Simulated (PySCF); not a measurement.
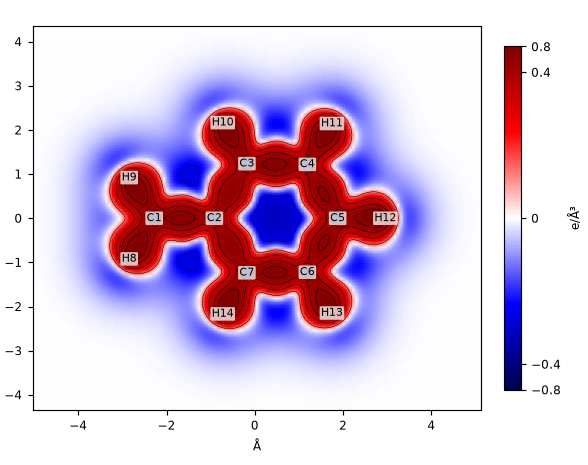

C$_{7}$H$_{7}$, charge +1, SMILES `[CH2+]c1ccccc1`. Deformation density (molecule less spherical, spin-averaged free atoms) in the molecular plane; colour scale in e/Å³, logarithmic beyond ±0.1; red: gain, blue: loss.

Level of theory: B3LYP/def2-SVP (PySCF), at a geometry from GFN2-xTB. No frequency check shows the geometry to be a minimum.

Cartesian coordinates (Å):

```
C1      -2.3518    0.0001    0.0000
C2      -0.9881   -0.0000    0.0000
C3      -0.2509    1.2359    0.0000
C4       1.1182    1.2216    0.0000
C5       1.8048    0.0000    0.0000
C6       1.1181   -1.2216    0.0000
C7      -0.2510   -1.2358    0.0000
H8      -2.9176   -0.9208    0.0000
H9      -2.9176    0.9210    0.0000
H10     -0.7986    2.1669    0.0000
H11      1.6754    2.1464    0.0000
H12      2.8862   -0.0000    0.0000
H13      1.6752   -2.1465    0.0000
H14     -0.7988   -2.1668    0.0000
```

Question: How much density has each bond in this plane gained at its critical point, relative to the free atoms?

Answer: C1–H8 and C1–H9: +0.79 e/Å³ at the bond critical point (bond length 1.08 Å, Mayer order 0.9). C5–H12: +0.79 e/Å³ at the bond critical point (bond length 1.08 Å, Mayer order 1.0). C3–H10 and C7–H14: +0.77 e/Å³ at the bond critical point (bond length 1.08 Å, Mayer order 1.0). C6–H13 and C4–H11: +0.76 e/Å³ at the bond critical point (bond length 1.08 Å, Mayer order 1.0). C1–C2: +0.70 e/Å³ at the bond critical point (bond length 1.36 Å, Mayer order 1.6). C3–C4 and C6–C7: +0.68 e/Å³ at the bond critical point (bond length 1.37 Å, Mayer order 1.5). C4–C5 and C5–C6: +0.63 e/Å³ at the bond critical point (bond length 1.40 Å, Mayer order 1.3). C2–C7 and C2–C3: +0.58 e/Å³ at the bond critical point (bond length 1.44 Å, Mayer order 1.1). In all, 3.2 electrons gather in the regions of gain relative to the promolecule of neutral atoms (the regions of loss give up this much and the cation's charge besides).

Question: Where do the Hirshfeld charges lie?

Answer: The highest Hirshfeld charge is on C1 (+0.12 e), the lowest on C4 and C6 (+0.01 e).

```json
{"atom": "C1", "charge (e)": "+0.12"}
{"atom": "C2", "charge (e)": "+0.04"}
{"atom": "C3", "charge (e)": "+0.05"}
{"atom": "C4", "charge (e)": "+0.01"}
{"atom": "C5", "charge (e)": "+0.09"}
{"atom": "C6", "charge (e)": "+0.01"}
{"atom": "C7", "charge (e)": "+0.05"}
{"atom": "H8", "charge (e)": "+0.10"}
{"atom": "H9", "charge (e)": "+0.10"}
{"atom": "H10", "charge (e)": "+0.09"}
{"atom": "H11", "charge (e)": "+0.09"}
{"atom": "H12", "charge (e)": "+0.10"}
{"atom": "H13", "charge (e)": "+0.09"}
{"atom": "H14", "charge (e)": "+0.09"}
```

Cost of the run: 13 s on 1 thread of AMD EPYC 7R43 64-Core Processor (Zen 3), with other jobs on the host, peak memory 0.54 GiB.
